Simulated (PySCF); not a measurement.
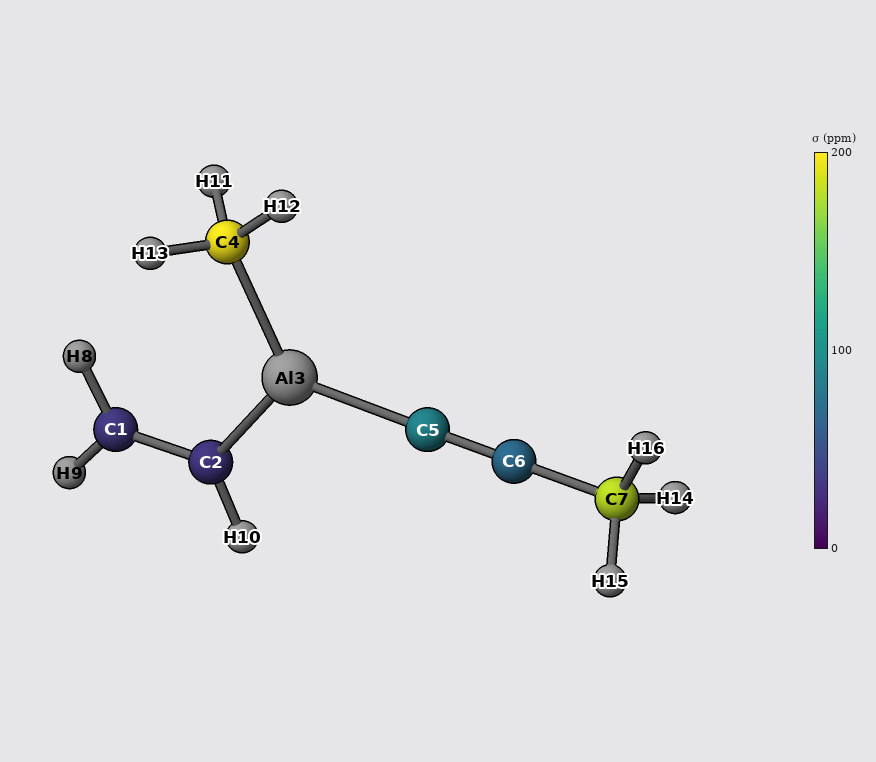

Atoms are coloured by their isotropic NMR shieldings (C only, the others grey). The geometry was computed by an optimisation with GFN2-xTB. No frequency run is at hand to confirm it as a minimum. Level of theory: GIAO PBE0/pcSseg-1 NMR shielding, non-relativistic, gas phase (PySCF 2.14.0).

List the isotropic NMR shieldings of the C atoms.

```csv
atom,σ (ppm)
C1,34.9
C2,32.3
C4,197.3
C5,90.3
C6,69.9
C7,180.3
```

The geometry is semi-empirical. Around Al such bond lengths and angles can be off by a tenth of an ångström or more and by several degrees, and values that hang on the shape move with them.
